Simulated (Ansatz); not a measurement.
# Calculations on GaSiNH7Cl

**1. Relaxation**

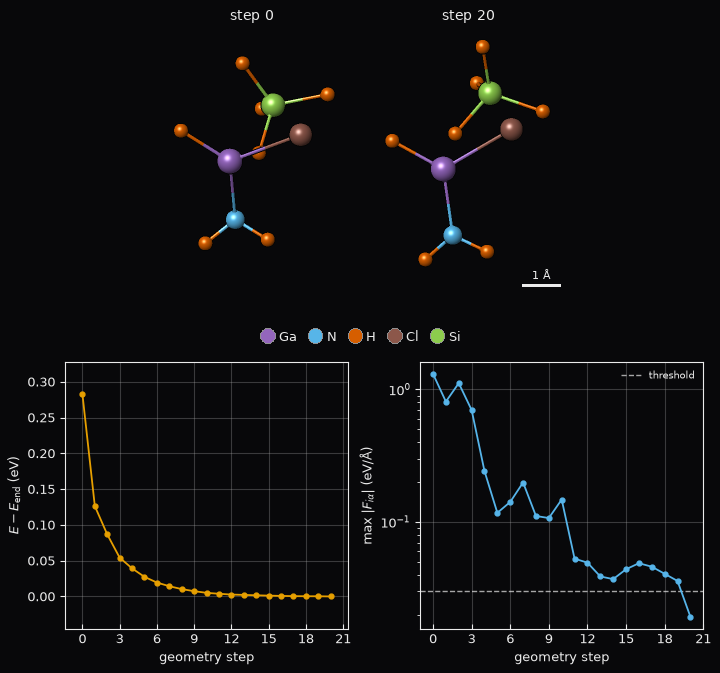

First and last geometry of a relaxation of GaSiNH₇Cl, with the history of the run. A ball-and-stick model, seen from a free direction.

The run prepares an end point of a later path (reaction) calculation, from a guessed geometry.

All numbers below come from Ansatz, RKS PBE0/def2-SVP.

The input:
```yaml
crystal:
  periodic: [false, false, false]
  atoms:
    - { symbol: Ga, position_ang: [-0.230914, 0.256298, 0.249581] }
    - { symbol: "N", position_ang: [-0.058699, 0.509196, 2.109705] }
    - { symbol: H, position_ang: [-0.826024, 0.930595, 2.627691] }
    - { symbol: H, position_ang: [0.830714, 0.876104, 2.440057] }
    - { symbol: Cl, position_ang: [1.651725, 0.254312, -0.810308] }
    - { symbol: H, position_ang: [-1.554878, -0.015901, -0.513937] }
    - { symbol: Si, position_ang: [0.724392, -3.022695, 1.145258] }
    - { symbol: H, position_ang: [-0.11494, -3.285155, -0.065908] }
    - { symbol: H, position_ang: [2.166789, -3.159267, 0.791874] }
    - { symbol: H, position_ang: [0.365751, -4.023249, 2.195366] }
    - { symbol: H, position_ang: [0.432284, -1.665536, 1.654621] }
basis:
  gaussian: { orbitals: def2-SVP }
hamiltonian:
  xc: pbe0
relax:
  f_tol: 0.03
  max_steps: 50
```

Launched with:
```bash
ansatz run input.yaml --threads 4 --pin off --max-ram 5120MiB --backend cpu --events-out ev --progress --plain --runs-dir out
```

What do the curves and the structures tell?

It converged. The energy falls by 0.283 eV in 20 geometry steps. Largest force component: 1.3 eV/Å at the start, 0.019 eV/Å at the end. The atom that moves furthest after the best rigid fit is H8 (0.79 Å). By element the largest moves are H 0.79 Å, N 0.73 Å, Cl 0.48 Å, Si 0.33 Å, Ga 0.29 Å. Some distances before and after: Ga1–Si7 3.531 → 3.725 Å, Ga1–N2 1.885 → 1.801 Å, Si7–H11 1.479 → 1.503 Å, Ga1–Cl5 2.160 → 2.169 Å. Bond angles that change, for instance: Ga1–N2–H4 116.7° → 123.0°, Ga1–N2–H3 119.3° → 124.2°, H3–N2–H4 110.2° → 112.5°.

| step | E − E(0), eV | largest force component, eV/Å |
| --- | --- | --- |
| 0 | 0.0000 | 1.3114 |
| 1 | -0.1565 | 0.8099 |
| 2 | -0.1960 | 1.1159 |
| 3 | -0.2285 | 0.6998 |
| 4 | -0.2435 | 0.2421 |
| 5 | -0.2553 | 0.1172 |
| 6 | -0.2633 | 0.1417 |
| 7 | -0.2684 | 0.1986 |
| 8 | -0.2724 | 0.1110 |
| 9 | -0.2753 | 0.1071 |
| 10 | -0.2777 | 0.1477 |
| 11 | -0.2790 | 0.0529 |
| 12 | -0.2801 | 0.0493 |
| 13 | -0.2806 | 0.0388 |
| 14 | -0.2811 | 0.0370 |
| 15 | -0.2816 | 0.0440 |
| 16 | -0.2819 | 0.0488 |
| 17 | -0.2823 | 0.0460 |
| 18 | -0.2824 | 0.0407 |
| 19 | -0.2825 | 0.0359 |
| 20 | -0.2827 | 0.0193 |

Limits of the set-up: the start holds two separate molecules, 2.3 Å apart at their closest, whose relative position is a soft coordinate and is computed without a dispersion correction.

**2. Relaxation**

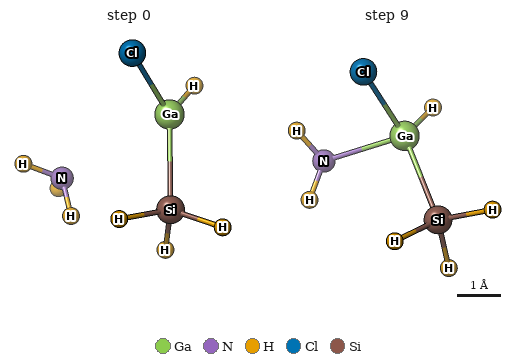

The structure of GaSiNH7Cl before (left) and after (right) a relaxation, at one scale.

Style: ball-and-stick. Shown at a tilt.

The run prepares an end point of a later path (reaction) calculation, from a guessed geometry.

All numbers below come from RKS PBE0/def2-SVP (Ansatz). (no spin polarisation; force threshold 0.03 eV/Å; at most 50 steps)

### Describe what moved and what it gained.

The atom that moves furthest after the best rigid fit is an H atom (0.86 Å). By element the largest moves are H 0.86 Å, Cl 0.83 Å, Ga 0.77 Å, N 0.41 Å, Si 0.37 Å. Near-neighbour distances that change, for instance: Ga–N 3.112 → 2.141 Å, Ga–Si 2.348 → 2.411 Å, Cl–Ga 2.177 → 2.223 Å, H–N 1.037 → 1.020 Å. New bonds form, among them: Ga–N (3.11 → 2.14 Å). Bond angles that change, for instance: H–Ga–Si 131.4° → 126.1°, Ga–Si–H 108.2° → 111.6°, Ga–Si–H 115.6° → 112.6°. Over 9 geometry steps the energy falls by 79.7 kJ/mol. The largest force component goes from 0.85 to 0.018 eV/Å. The run took 25 s on 4 threads of Arm Neoverse V1, with other jobs on the host, peak memory 0.3 GiB.

Limits of the set-up: the start holds two separate molecules, 2.4 Å apart at their closest, whose relative position is a soft coordinate and is computed without a dispersion correction.

**3. Path**

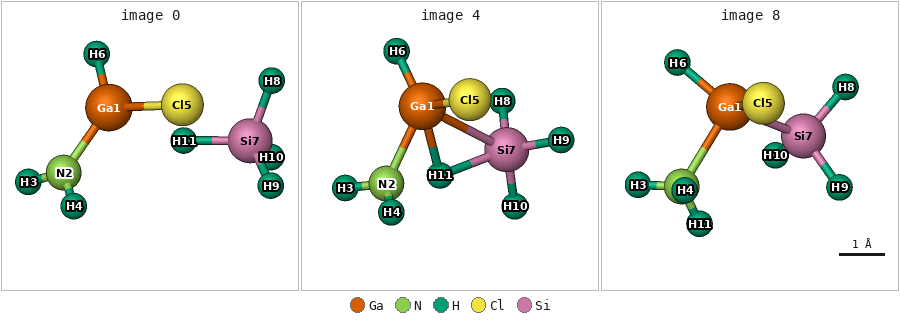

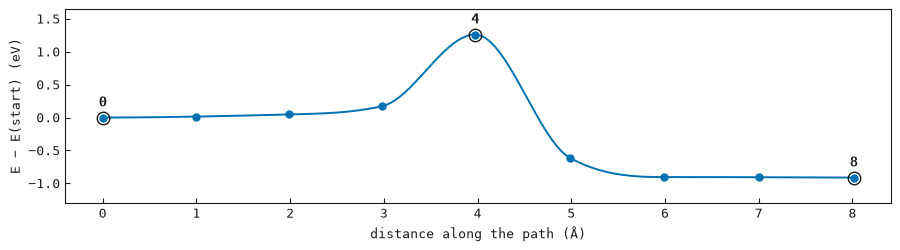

NEB run on GaSiNH7Cl, made up at the start of GaNH₃Cl and SiH₄. Images are numbered from 0 (start) to 8 (end). A ball-and-stick model, seen at a tilt.

All numbers below come from RKS PBE0/def2-SVP (Ansatz 0.2.0). Settings: 7 movable images; climbing image; force threshold 0.05 eV/Å; iteration limit 60; starting path through a guess of the saddle point.

Read off the barrier and say what moves.

Answer. The energy climbs by 1.26 eV to image 4 and then falls by 2.17 eV, so the end point sits at −0.91 eV. Breaking: Si7–H11 (1.50 → 1.80 at the top → 3.47 Å). Forming: Ga1–Si7 (3.72 → 2.79 at the top → 2.41 Å), N2–H11 (3.43 → 1.47 at the top → 1.02 Å). The band converged in 15 iterations. The largest component of the band force went from 5.1 to 0.023 eV/Å. The climbing image converged on the top of the path. Its vibrational analysis gives 2 imaginary modes over 30i cm⁻¹, so it isn't confirmed as a transition state.

Limits of the set-up: the start holds two separate molecules, 2.6 Å apart at their closest, whose relative position is a soft coordinate and is computed without a dispersion correction.
